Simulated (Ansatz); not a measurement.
**Ni (fcc, Cu type), energy over volume and axial ratio**

Ni (fcc, Cu type)

```xyz
1
Lattice="0.0000 1.7314 1.7314 1.7314 0.0000 1.7314 1.7314 1.7314 0.0000" Properties=species:S:1:pos:R:3 pbc="T T T"
Ni     0.0000     0.0000     0.0000
```

Grid over V/V₀ and (c/a)/(c/a)₀, subscript 0 meaning the relaxed cell; the conventional c axis lies along z; no internal relaxation.

These are PBEsol (plane waves to 420 eV, PAW, scalar-relativistic; Ansatz, a first-principles code) values and carry that method's errors. k mesh 23×23×23 (Γ-centred), Fermi-Dirac smearing 0.05 eV. Energies are smeared free energies. Compression counts positive. With partly filled bands, the response to shear is sensitive to the k mesh, so small differences along c/a are uncertain. Ni was relaxed with its symmetry unable to fall. Relaxed Ni ends ferromagnetic. Other magnetic orders were not checked, so this need not be the ground state. ΔE is measured from the relaxed starting cell.

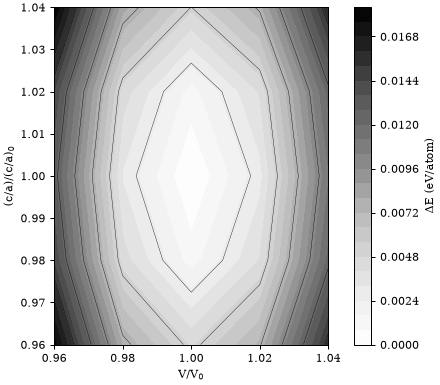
*ΔE (eV/atom) over the 5×5 grid of computed points.*

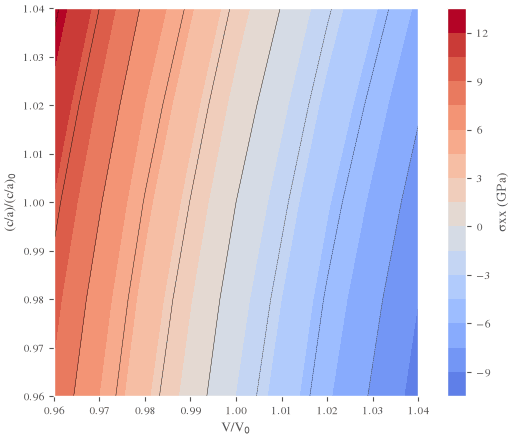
Fig. 1. σxx (GPa) over the 5×5 grid of computed points.

The shear modulus C′ = (C11 − C12)/2 (fit, atoms clamped) is 70 GPa. Lowest place on the grid: V/V₀ = 1.000, (c/a)/(c/a)₀ = 1.000 (0 meV/atom). Highest place on the grid: V/V₀ = 0.960, (c/a)/(c/a)₀ = 1.040 (18 meV/atom).

Near the relaxed cell σzz − σxx = −2Cδ (compression positive), C being this modulus and δ the logarithm of the ratio.

(Under strain, the slope of the energy per volume gives the stress and its curvature an elastic modulus.)
